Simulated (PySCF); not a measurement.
# C5H16BNSi (SMILES [BH3-][NH2+]C1([SiH2]CC)CC1): what the fields show

```xyz
24

B    -2.0802   -0.7585   -1.0987
N    -1.2359   -0.7762    0.3091
C    -0.5759    0.4687    0.6655
Si    0.7188    1.0899   -0.5819
C     1.8241   -0.3923   -1.0411
C     2.5658   -0.9977    0.1491
C    -1.4271    1.4654    1.3899
C    -0.3732    0.7126    2.1394
H    -2.8871    0.1115   -1.0015
H    -2.5729   -1.8441   -1.1788
H    -1.2824   -0.5516   -1.9656
H    -0.5511   -1.5216    0.2169
H    -1.9045   -1.0427    1.0281
H     0.1077    1.7333   -1.7378
H     1.5204    2.0846    0.1552
H     2.5561   -0.0688   -1.7810
H     1.2258   -1.1636   -1.5280
H     3.2404   -0.2668    0.5889
H     3.1553   -1.8598   -0.1597
H     1.8763   -1.3238    0.9261
H    -1.2683    2.5128    1.1885
H    -2.4625    1.2143    1.5677
H    -0.6909   -0.0495    2.8395
H     0.5095    1.2438    2.4607
```

Geometry: GFN2-xTB.

Theory: PBE0/pcSseg-1, SCF density, gas phase, non-relativistic (PySCF 2.14.0).

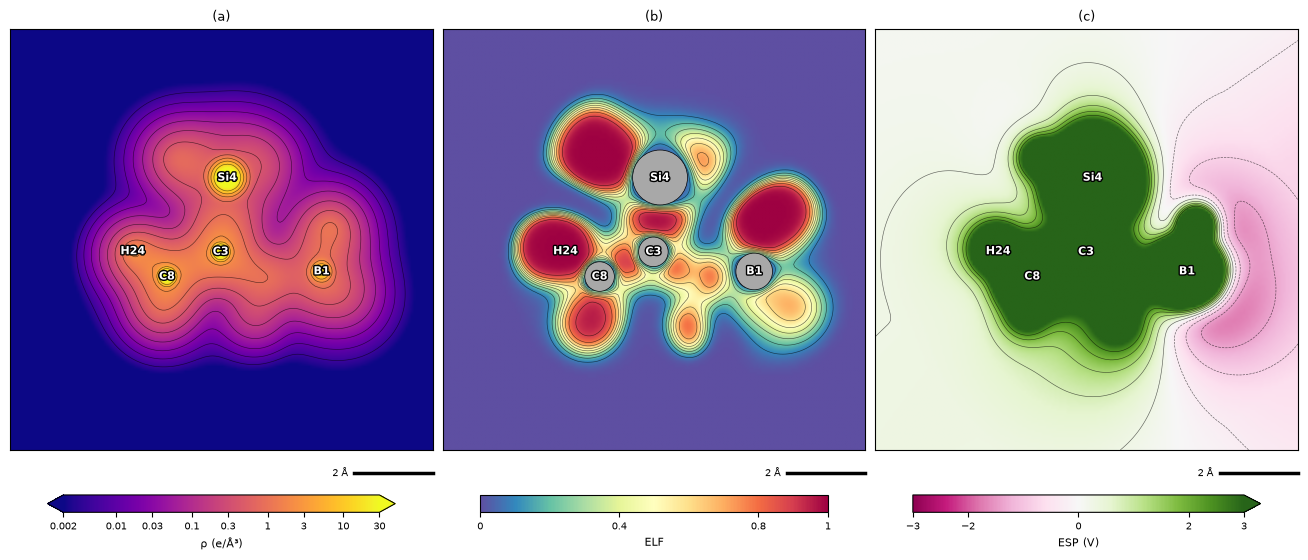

Figure 1. (a) total electron density; (b) ELF; (c) molecular electrostatic potential on the plane of atoms Si4, C3 and C8. Grey discs cover the atomic cores in the ELF map.

### What do the fields say about this system?

The section cuts through B, C, Si and H sites.
C–C (1.51 Å): the density is about 1.6 e/Å³ at the midpoint; the ELF peaks at about 0.85 between the atoms (a shared electron pair).
C–Si (1.90 Å): ρ is about 0.91 e/Å³ halfway; the ELF peaks at about 0.95 between the atoms (a shared electron pair).
C–H (1.08 Å): ρ at the midpoint is about 2 e/Å³; the ELF climbs to about 1 towards the hydrogen, as it does in any bond to H: an ordinary covalent bond to hydrogen.
Outside the dense part of the molecule the potential is most negative (−1.7 V) near H10, which lies off the plane.

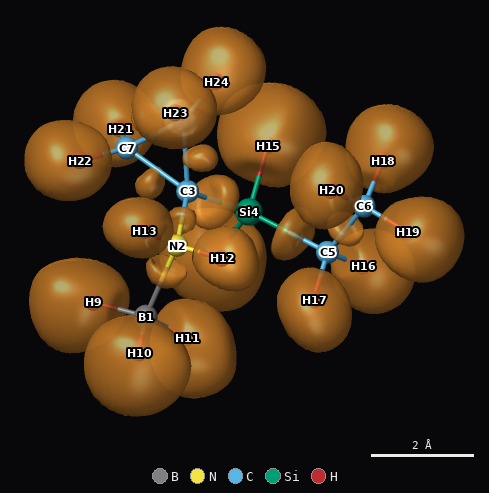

Figure 2. Isosurface of the electron localisation function at 0.85 (orange), seen across its widest extent. Only the valence region is drawn (cores and ρ < 0.01 e/Å³ removed).

### Identify the bonds, lone pairs and shells in this picture.

The ELF exceeds this value in one region between bonded B–N atoms (shared pairs), four regions between bonded C–C atoms (shared pairs), one region between bonded C–N atoms (shared pairs), two regions between bonded C–Si atoms (shared pairs) and 16 regions around hydrogen nuclei.


C–N (1.45 Å): the ELF peaks at about 0.95 between the atoms: localised, covalent bonding. C–C (1.50 Å): the ELF peaks at about 0.90 between the atoms; a shared electron pair.

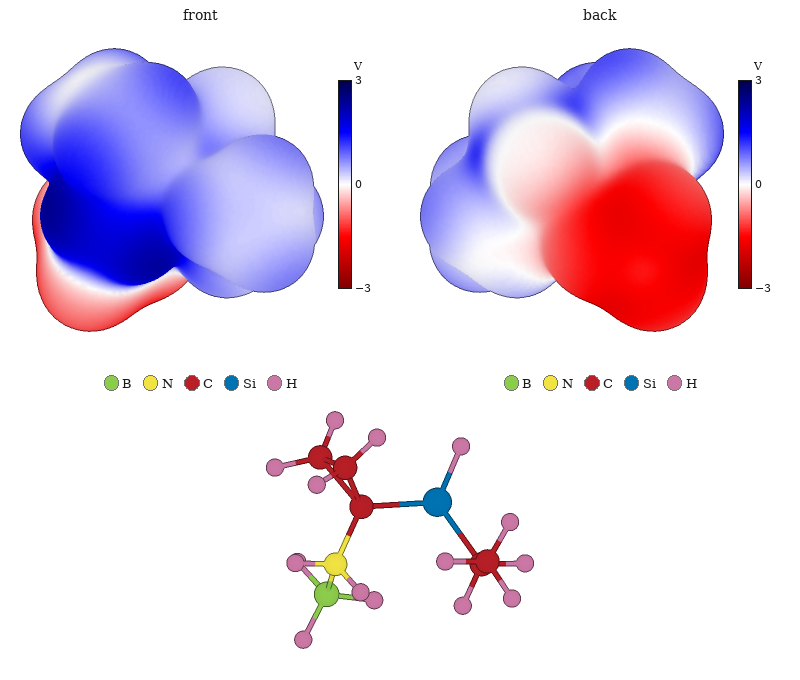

Figure 3. The molecular electrostatic potential painted on the density surface at 0.002 e/bohr³, seen from the front and from behind; the colour scale runs from red (negative) to blue (positive). The bare structure is drawn below in the same view.

### Describe the electrostatic potential map.

The most negative region (about −1.7 V) lies over H9, the most positive (about +2.3 V) over H13.
